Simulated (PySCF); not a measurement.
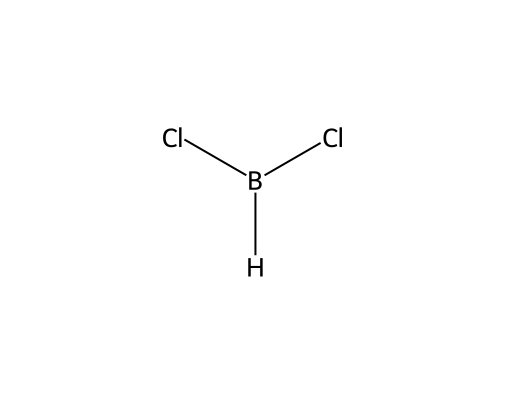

Figure made from data computed with PySCF.

A structural formula.

Give its SMILES.

Answer. ClBCl

Give the formula, hydrogens included.

Answer. BCl2H.

An optimisation with PBE0-D3(BJ)/def2-SVP gave a structure of which point group?

Answer. C2v.
